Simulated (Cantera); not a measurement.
A closed system holds: 1 mol AlCl3, 1.9 mol HCl, 5.4 mol N2, held at 4600 Pa.

Cantera equilibrium calculation (NASA polynomials, part measured and part estimated; ideal gas, pure solids and liquids). Candidate condensed phases: Al, AlCl3, AlN, NH4Cl; 20 gas species. The tables' values for AlCl2 are old estimates; treat these amounts as uncertain. Kinetics and transport are ignored.

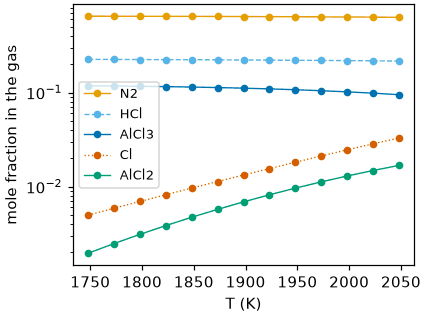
Figure. Equilibrium gas composition (values under 1e-9 drawn at 1e-9)

Q: Read off the mole fractions at 1798 K.

A: N2 about 0.65, HCl about 0.22, AlCl3 about 0.12, Cl about 0.0069, AlCl2 about 0.0031.
